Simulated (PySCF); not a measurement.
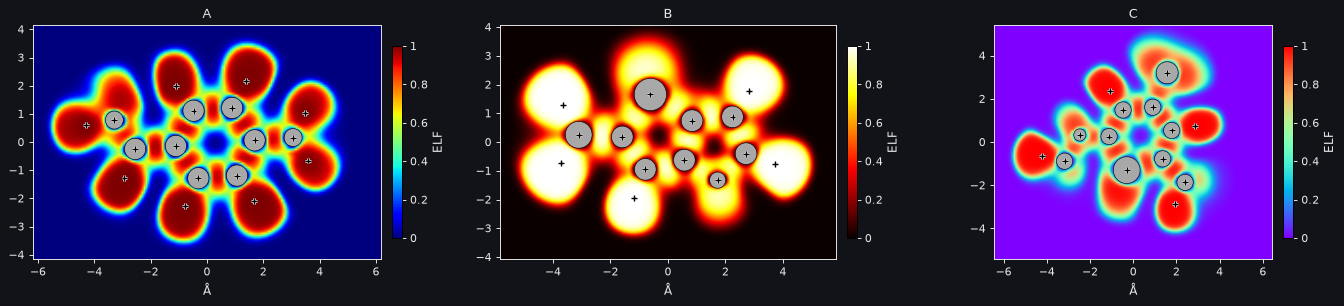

The electron localisation function of 3 systems, each on a plane through atoms (crosses mark nuclei in the plane; grey discs cover the cores).

Computed with PBE0/pcSseg-1, SCF density, gas phase, non-relativistic in PySCF 2.14.0.

System 1: C7H8N2, the plane of atoms C4, C5 and C6. Geometry: GFN2-xTB.

```yaml
atoms:
  - { symbol: N, position_ang: [3.2582, -0.5337, 0.7202] }
  - { symbol: C, position_ang: [2.5226, -0.3357, -0.2885] }
  - { symbol: C, position_ang: [1.0924, -0.1336, -0.1562] }
  - { symbol: C, position_ang: [0.4781, -0.1591, 1.0991] }
  - { symbol: C, position_ang: [-0.8767, 0.0335, 1.2230] }
  - { symbol: C, position_ang: [-1.6696, 0.2609, 0.0922] }
  - { symbol: N, position_ang: [-3.0124, 0.5148, 0.2205] }
  - { symbol: C, position_ang: [-1.0570, 0.2891, -1.1643] }
  - { symbol: C, position_ang: [0.3008, 0.0947, -1.2827] }
  - { symbol: H, position_ang: [4.2464, -0.6601, 0.5160] }
  - { symbol: H, position_ang: [2.8929, -0.2991, -1.3254] }
  - { symbol: H, position_ang: [1.0988, -0.3384, 1.9625] }
  - { symbol: H, position_ang: [-1.3446, 0.0140, 2.1973] }
  - { symbol: H, position_ang: [-3.4545, 0.2508, 1.0849] }
  - { symbol: H, position_ang: [-3.5809, 0.4282, -0.6049] }
  - { symbol: H, position_ang: [-1.6621, 0.4668, -2.0425] }
  - { symbol: H, position_ang: [0.7608, 0.1188, -2.2611] }
```

System 2: C6H5BOS (SMILES Bc1cc2occc2s1), the molecular plane. Geometry: GFN2-xTB.

```xyz
14

B     3.0791   -0.4385    0.1889
C     1.5718   -0.2598    0.1302
C     0.8420    0.5768   -0.6942
C    -0.5315    0.4765   -0.4648
O    -1.6423    1.0496   -0.9738
C    -2.6821    0.5084   -0.3013
C    -2.2897   -0.4029    0.6342
C    -0.8798   -0.4358    0.5385
S     0.5092   -1.1809    1.2067
H     3.7520    0.1866   -0.5336
H     3.5497   -1.1902    0.9493
H     1.3001    1.2214   -1.4215
H    -3.6608    0.8513   -0.5749
H    -2.9183   -0.9630    1.2942
```

System 3: C7H8ClOP (SMILES COc1cc(Cl)cc(C)p1), the plane of atoms O2, C1 and H13. Geometry: GFN2-xTB.

```xyz
18

C     2.9342    1.1914   -0.7619
O     2.5330   -0.0552   -0.2544
C     1.2041   -0.2425   -0.0582
C     0.8610   -1.4914    0.4450
C    -0.4410   -1.8644    0.7101
Cl   -0.7166   -3.4542    1.3363
C    -1.5399   -1.0431    0.5055
C    -1.4399    0.2412    0.0114
C    -2.6966    1.0440   -0.1712
P     0.0526    1.0309   -0.4290
H     2.4900    1.3776   -1.7464
H     2.6439    2.0044   -0.0866
H     4.0186    1.1517   -0.8471
H     1.6675   -2.1857    0.6294
H    -2.5212   -1.4289    0.7455
H    -2.4711    2.0348   -0.5611
H    -3.3699    0.5417   -0.8651
H    -3.2176    1.1540    0.7792
```

Which map belongs to which system?

Panel A is system 1, C7H8N2: the plane holds N, C and H. C–N (1.26 Å): the ELF peaks at about 0.90 between the atoms: a multiple bond. Panel B is system 2, C6H5BOS: the plane holds B, C, O, S and H. C–O (1.35 Å): the ELF peaks at about 0.90 between the atoms: a polar covalent bond. Panel C is system 3, C7H8ClOP: the plane holds C, O, Cl, P and H. C–O (1.36 Å): the ELF peaks at about 0.90 between the atoms; a shared but strongly polarised pair.
